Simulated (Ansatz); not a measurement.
## AlZrH4O2F3: geometry relaxation (part 1 of 2)

The run: geometry relaxation of AlZrH4O2F3. Method and program: RKS B3LYP-D4/def2-SVP (Ansatz 0.2.0).

It belongs to a series of runs on one base structure; here: end point B relaxed. Figures and captions count atoms from 1; the log counts them from 0 in places.

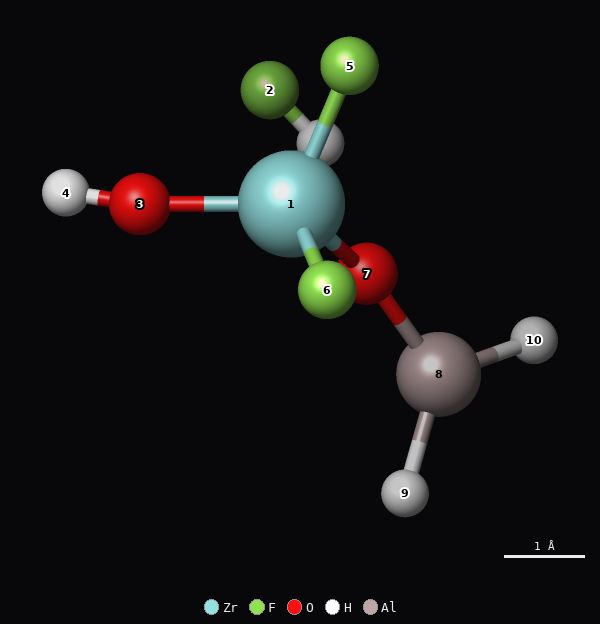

Fig. 1: The structure as given in the input (ball-and-stick view, seen at a tilt; atoms are numbered from 1 in the order of the input). Sticks mark near contacts. Bond lengths as drawn: Al–H 1.58 Å, Al–O 1.72 Å, F–H 0.93 Å, F–Zr 1.91 to 1.92 Å, H–O 0.96 Å and O–Zr 1.91 to 2.03 Å.

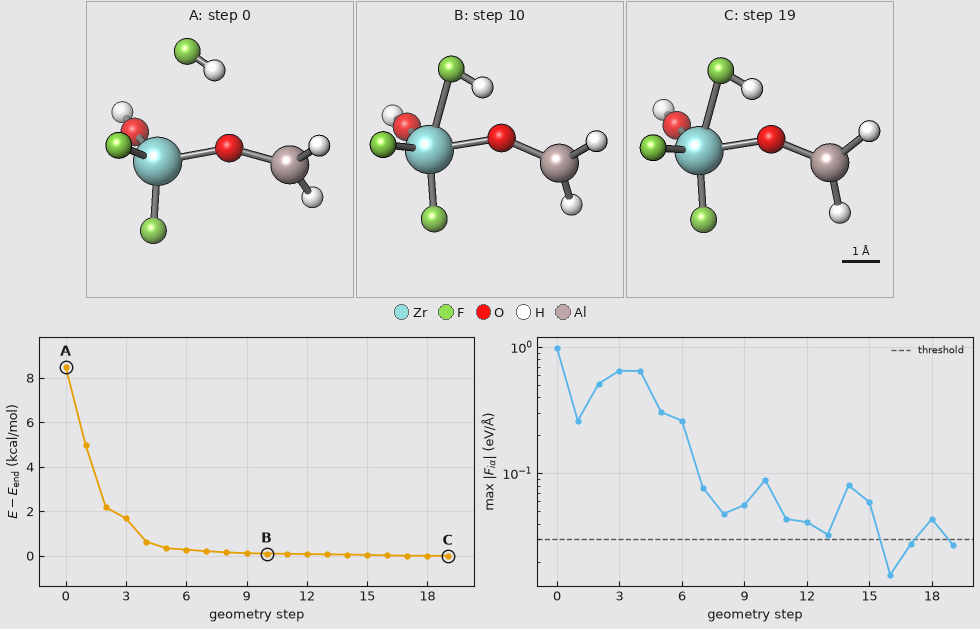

Fig. 2: Frames of the relaxation (ball-and-stick view, seen at a tilt) above the curves, on which the letters mark them (the first geometry is step 0 here and step 1 in the log).

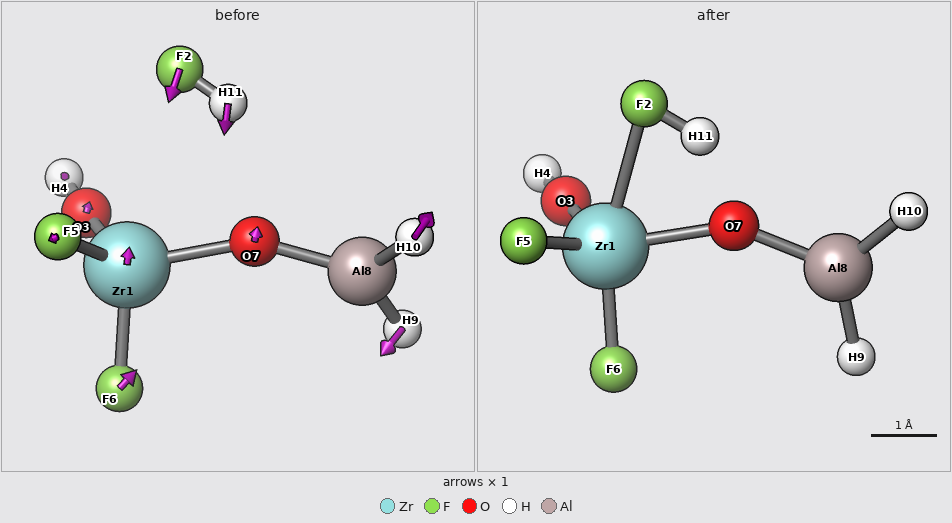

Fig. 3: Before (left) and after (right) the relaxation, at one scale (ball-and-stick view, seen at a tilt). The pink arrows give the displacements, at true length. The largest moves after the best rigid fit, 0.70 Å, are those of H9 and H10. Largest moves by element: H 0.70 Å, F 0.58 Å, Zr 0.30 Å, O 0.26 Å, Al 0.06 Å. Among the contacts that change: Zr1–F2 3.170 → 2.380 Å, F2–H11 0.929 → 0.997 Å, Zr1–O7 2.031 → 2.044 Å, O7–Al8 1.723 → 1.730 Å. New bonds form: Zr1–F2 (3.17 → 2.38 Å). Among the angles that change: F6–Zr1–O7 104.8° → 96.8°, F5–Zr1–O7 110.7° → 118.4°, Zr1–O7–Al8 153.4° → 147.7°. Over 19 geometry steps the energy falls by 8.50 kcal/mol. Largest force component: 0.99 eV/Å at the start, 0.027 eV/Å at the end. (Atoms are counted from 1 in the order of the input.)

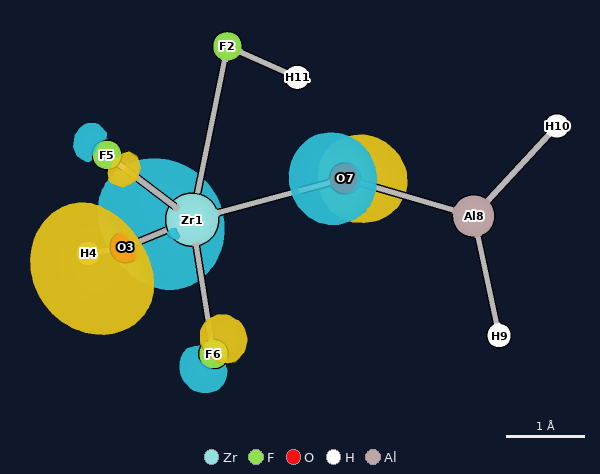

Fig. 4: The HOMO−1 at ±0.15 Å⁻³ᐟ² (yellow and cyan are the two phases), seen at a tilt. Its energy is −9.32 eV.

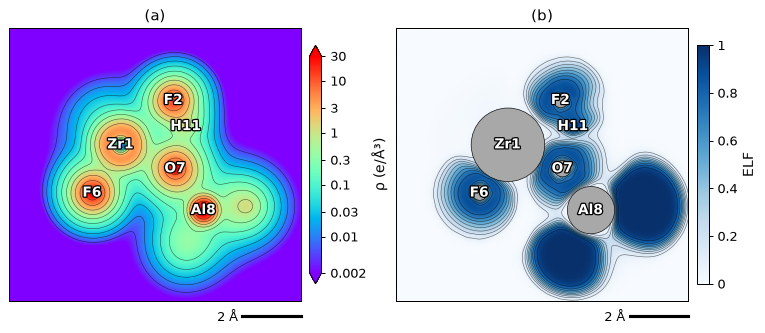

Fig. 5: (a) electron density; (b) ELF on the plane of atoms F6, Zr1 and O7. Grey discs, where drawn, cover atomic cores. Atoms in the plane: Zr, F, O, Al and H. Al–O (1.73 Å): ρ is about 0.77 e/Å³ halfway; the ELF peaks at about 0.90 in the valence shell of O, 0.6 Å from its nucleus, and is about 0.35 at the midpoint. Zr–O (2.04 Å): ρ at the midpoint is about 0.71 e/Å³; the ELF peaks at about 0.85 in the valence shell of O, 0.6 Å from its nucleus, and drops to about 0.20 between the two atoms.

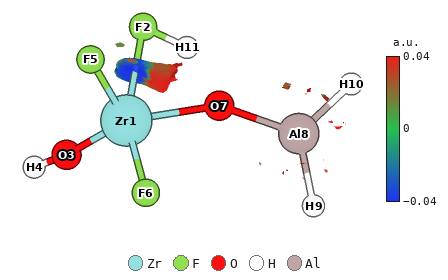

Fig. 6: Non-covalent interaction (NCI) plot: the surface where the reduced density gradient is 0.5, for densities under 0.05 a.u., coloured by sign(λ₂)ρ; seen at a tilt.

The input that produced these results follows, with the program's output.

## Input file
```yaml
crystal:
  periodic: [false, false, false]
  atoms:
    - { symbol: Zr, position_ang: [-0.29434, 0.019118, -0.786198] }
    - { symbol: F, position_ang: [-0.435103, 0.783982, 2.287248] }
    - { symbol: O, position_ang: [1.290475, -0.857234, -0.169483] }
    - { symbol: H, position_ang: [2.091424, -1.169951, 0.257984] }
    - { symbol: F, position_ang: [-0.142817, 1.928271, -0.82759] }
    - { symbol: F, position_ang: [-0.601671, -0.531664, -2.593569] }
    - { symbol: O, position_ang: [-1.964752, -0.547431, 0.219991] }
    - { symbol: Al, position_ang: [-3.476105, -1.362671, 0.362649] }
    - { symbol: H, position_ang: [-3.59528, -2.838713, -0.193782] }
    - { symbol: H, position_ang: [-4.656761, -0.576243, 1.069492] }
    - { symbol: H, position_ang: [-1.274171, 0.462236, 2.050958] }
basis:
  gaussian: { orbitals: def2-SVP }
hamiltonian:
  xc: b3lyp
  dispersion: d4
relax:
  f_tol: 0.03
  max_steps: 50
output:
  orbitals: {}
```

Run as:
```bash
ansatz run input.yaml --threads 4 --pin off --max-ram 5120MiB --backend cpu --events-out ev --progress --plain --runs-dir out
```

## Log
```
The last accepted step is kept in [file] (removed where the run ends without a failure and the disk answers)
Engine: ansatz 0.2.0, aarch64-unknown-linux-gnu
Functional definition: B3LYP
  parameter a0 = 0.2
  parameter ax = 0.72
  parameter ac = 0.81
  exchange = (1 - a0 - ax)*slater_x + ax*b88_x + a0*exact_x
  correlation = (1 - ac)*vwn_rpa_c + ac*lyp_c
1433 factors; integrals over basis functions are off by at most 4.5e-4 eV
mean field evaluation 1: about -20169.4384 eV, gradient 9.9e1 eV
mean field evaluation 2: about -20069.0319 eV, gradient 2.4e2 eV
mean field evaluation 4: about -20185.7061 eV, gradient 1.7e1 eV
mean field evaluation 8: about -20186.1508 eV, gradient 4.5e-1 eV
mean field evaluation 16: about -20186.1914 eV, gradient 2.9e-4 eV
mean field -20186.19143185 eV, -741.8288524285 hartree, gradient 5.2e-5 eV, S^2 0.000000; 0 other end points of the search recorded, 0 dependent functions left out
the calculation of the forces begins
reference -20186.19180665 eV, -741.8288662023 hartree; 36, 36 occupied and 103, 103 virtual orbitals, 1433 factors
relax step   1: F+E_penalty+E_count = -20186.56309140 eV  Δ(F+E_penalty+E_count) = +0.000e0 eV  max|allowed force component| = 9.857e-1 eV/Å  Δτ_max = 0.0000 Å  (29 SCF iters, accepted)
these checks for a lower state are left out or cut short: starts, cluster_reference, orbital_swaps, neighbouring_geometries, increment
1433 factors; integrals over basis functions are off by at most 4.5e-4 eV
mean field -20186.33157949 eV, -741.8340027592 hartree, gradient 2.1e-5 eV, S^2 0.000000; 0 other end points of the search recorded, 0 dependent functions left out
[... from here on the field's lines of each further geometry are left out, up to the last ...]
relax step   2: F+E_penalty+E_count = -20186.71652048 eV  Δ(F+E_penalty+E_count) = -1.534e-1 eV  max|allowed force component| = 2.610e-1 eV/Å  Δτ_max = 0.1971 Å  (30 SCF iters, accepted)
relax step   3: F+E_penalty+E_count = -20186.83712231 eV  Δ(F+E_penalty+E_count) = -1.206e-1 eV  max|allowed force component| = 5.120e-1 eV/Å  Δτ_max = 0.1937 Å  (32 SCF iters, accepted)
relax step   4: F+E_penalty+E_count = -20186.85886884 eV  Δ(F+E_penalty+E_count) = -2.175e-2 eV  max|allowed force component| = 6.505e-1 eV/Å  Δτ_max = 0.1953 Å  (33 SCF iters, accepted)
relax step   5: F+E_penalty+E_count = -20186.90386180 eV  Δ(F+E_penalty+E_count) = -4.499e-2 eV  max|allowed force component| = 6.448e-1 eV/Å  Δτ_max = 0.0753 Å  (33 SCF iters, accepted)
relax step   6: F+E_penalty+E_count = -20186.91689908 eV  Δ(F+E_penalty+E_count) = -1.304e-2 eV  max|allowed force component| = 3.055e-1 eV/Å  Δτ_max = 0.0728 Å  (32 SCF iters, accepted)
relax step   7: F+E_penalty+E_count = -20186.91980033 eV  Δ(F+E_penalty+E_count) = -2.901e-3 eV  max|allowed force component| = 2.612e-1 eV/Å  Δτ_max = 0.0534 Å  (31 SCF iters, accepted)
relax step   8: F+E_penalty+E_count = -20186.92272454 eV  Δ(F+E_penalty+E_count) = -2.924e-3 eV  max|allowed force component| = 7.711e-2 eV/Å  Δτ_max = 0.0214 Å  (33 SCF iters, accepted)
relax step   9: F+E_penalty+E_count = -20186.92498677 eV  Δ(F+E_penalty+E_count) = -2.262e-3 eV  max|allowed force component| = 4.773e-2 eV/Å  Δτ_max = 0.0765 Å  (32 SCF iters, accepted)
relax step  10: F+E_penalty+E_count = -20186.92674608 eV  Δ(F+E_penalty+E_count) = -1.759e-3 eV  max|allowed force component| = 5.605e-2 eV/Å  Δτ_max = 0.0792 Å  (31 SCF iters, accepted)
relax step  11: F+E_penalty+E_count = -20186.92733859 eV  Δ(F+E_penalty+E_count) = -5.925e-4 eV  max|allowed force component| = 8.857e-2 eV/Å  Δτ_max = 0.0476 Å  (32 SCF iters, accepted)
relax step  12: F+E_penalty+E_count = -20186.92779096 eV  Δ(F+E_penalty+E_count) = -4.524e-4 eV  max|allowed force component| = 4.344e-2 eV/Å  Δτ_max = 0.0288 Å  (33 SCF iters, accepted)
relax step  13: F+E_penalty+E_count = -20186.92826712 eV  Δ(F+E_penalty+E_count) = -4.762e-4 eV  max|allowed force component| = 4.102e-2 eV/Å  Δτ_max = 0.0372 Å  (32 SCF iters, accepted)
relax step  14: F+E_penalty+E_count = -20186.92894767 eV  Δ(F+E_penalty+E_count) = -6.806e-4 eV  max|allowed force component| = 3.272e-2 eV/Å  Δτ_max = 0.0736 Å  (32 SCF iters, accepted)
relax step  15: F+E_penalty+E_count = -20186.92923268 eV  Δ(F+E_penalty+E_count) = -2.850e-4 eV  max|allowed force component| = 8.027e-2 eV/Å  Δτ_max = 0.1135 Å  (31 SCF iters, accepted)
relax step  16: F+E_penalty+E_count = -20186.92990570 eV  Δ(F+E_penalty+E_count) = -6.730e-4 eV  max|allowed force component| = 5.909e-2 eV/Å  Δτ_max = 0.0113 Å  (25 SCF iters, accepted)
relax step  17: F+E_penalty+E_count = -20186.93101068 eV  Δ(F+E_penalty+E_count) = -1.105e-3 eV  max|allowed force component| = 1.571e-2 eV/Å  Δτ_max = 0.0396 Å  (32 SCF iters, accepted)
relax step  18: F+E_penalty+E_count = -20186.93147861 eV  Δ(F+E_penalty+E_count) = -4.679e-4 eV  max|allowed force component| = 2.769e-2 eV/Å  Δτ_max = 0.0810 Å  (32 SCF iters, accepted)
relax step  19: F+E_penalty+E_count = -20186.93164930 eV  Δ(F+E_penalty+E_count) = -1.707e-4 eV  max|allowed force component| = 4.346e-2 eV/Å  Δτ_max = 0.0359 Å  (34 SCF iters, accepted)
the calculation of the forces begins
reference -20186.53717452 eV, -741.8415582371 hartree; 36, 36 occupied and 103, 103 virtual orbitals, 1433 factors
relax step  20: F+E_penalty+E_count = -20186.93177845 eV  Δ(F+E_penalty+E_count) = -1.291e-4 eV  max|allowed force component| = 2.717e-2 eV/Å  Δτ_max = 0.0289 Å  (33 SCF iters, accepted)
1433 factors; integrals over basis functions are off by at most 7.3e-4 eV
mean field evaluation 160: about -20186.4936 eV, gradient 3.2e-1 eV
mean field -20186.53680721 eV, -741.8415447387 hartree, gradient 1.1e-5 eV, S^2 0.000000; 1 other end points of the search recorded, 0 dependent functions left out
the calculation of the forces begins
reference -20186.53717452 eV, -741.8415582371 hartree; 36, 36 occupied and 103, 103 virtual orbitals, 1433 factors
Total energy: -20186.93214576 eV, -741.8560731625 hartree
Atom 0 at    -0.259352     0.084853    -0.499239 Å, force     0.000962     0.011185    -0.017215 eV/Å
Atom 1 at    -0.535629     0.908534     1.715996 Å, force    -0.007326    -0.012303    -0.001271 eV/Å
Atom 2 at     1.308253    -0.869299     0.041708 Å, force     0.022327    -0.015898     0.022926 eV/Å
Atom 3 at     2.128639    -1.252016     0.359758 Å, force    -0.023323     0.013562    -0.016268 eV/Å
Atom 4 at     0.004938     1.930338    -0.950546 Å, force    -0.000799    -0.004003     0.000551 eV/Å
Atom 5 at    -0.708259    -0.654579    -2.209752 Å, force     0.002606     0.000356     0.003717 eV/Å
Atom 6 at    -1.986785    -0.446308     0.455130 Å, force     0.009695    -0.007382     0.003413 eV/Å
Atom 7 at    -3.468152    -1.339208     0.408065 Å, force    -0.027174    -0.015395    -0.004601 eV/Å
Atom 8 at    -3.664782    -2.408789    -0.734894 Å, force     0.005277     0.019220     0.016758 eV/Å
Atom 9 at    -4.514994    -1.024292     1.547974 Å, force     0.015112    -0.003257    -0.011056 eV/Å
Atom 10 at    -1.362979     0.380465     1.543499 Å, force     0.002643     0.013915     0.003045 eV/Å
Dipole moment:    -0.031410    -0.453653     0.439329 e Å
```

## Trajectory as extended XYZ (Å, eV, eV/Å), 20 frames, from step=1 to step=20
```
11
Properties=species:S:1:pos:R:3:forces:R:3 step=1 energy=-20186.56309
Zr   -0.2943    0.0191   -0.7862   -0.9707  -0.2828   0.8970
F    -0.4351    0.7840    2.2872    0.1794   0.0018  -0.2354
O     1.2905   -0.8572   -0.1695    0.0201   0.0016   0.0100
H     2.0914   -1.1700    0.2580   -0.0396   0.0083  -0.0176
F    -0.1428    1.9283   -0.8276    0.0021   0.0009  -0.0007
F    -0.6017   -0.5317   -2.5936    0.0032  -0.0011  -0.0001
O    -1.9648   -0.5474    0.2200    0.9857   0.4206  -0.3920
Al   -3.4761   -1.3627    0.3626   -0.0065   0.0285  -0.0121
H    -3.5953   -2.8387   -0.1938    0.0028   0.0384   0.0120
H    -4.6568   -0.5762    1.0695    0.0616  -0.0458  -0.0073
H    -1.2742    0.4622    2.0510   -0.2381  -0.1705  -0.2537
11
Properties=species:S:1:pos:R:3:forces:R:3 step=2 energy=-20186.71652
Zr   -0.3187    0.0278   -0.7060    0.2610   0.1865   0.2303
F    -0.4366    0.7396    2.0952    0.1069   0.0098  -0.2138
O     1.2791   -0.8538   -0.1334    0.1167  -0.0992   0.0596
H     2.0917   -1.1700    0.2679   -0.0467   0.0089  -0.0133
F    -0.1537    1.9349   -0.7835   -0.0299   0.0994  -0.0187
F    -0.6148   -0.5188   -2.5202   -0.0774  -0.0224   0.0095
O    -1.9415   -0.5217    0.2653   -0.1883  -0.0283   0.1637
Al   -3.4542   -1.3425    0.3689   -0.1397  -0.0817   0.0410
H    -3.5766   -2.8170   -0.1895    0.0461   0.0566  -0.0160
H    -4.6388   -0.5747    1.0812    0.0404   0.0025  -0.0042
H    -1.2948    0.4059    1.9318   -0.0891  -0.1320  -0.2380
11
Properties=species:S:1:pos:R:3:forces:R:3 step=3 energy=-20186.83712
Zr   -0.3149    0.0587   -0.6096    0.5120   0.3779  -0.3128
F    -0.4183    0.7281    1.9027    0.2469   0.0912  -0.1167
O     1.2861   -0.8561   -0.0864   -0.0346  -0.0245  -0.0109
H     2.1043   -1.1872    0.2861    0.0387  -0.0241   0.0227
F    -0.1632    1.9750   -0.7442   -0.0299  -0.1629  -0.0343
F    -0.6441   -0.5019   -2.4278   -0.0103   0.0802   0.3038
O    -1.9575   -0.5139    0.3128   -0.3736  -0.1368   0.3077
Al   -3.4688   -1.3460    0.3808   -0.0882  -0.0342   0.0200
H    -3.5672   -2.8101   -0.2003    0.0247   0.0290  -0.0175
H    -4.6487   -0.5771    1.0918   -0.0173  -0.0097   0.0052
H    -1.2669    0.3401    1.7717   -0.2685  -0.1861  -0.1672
```
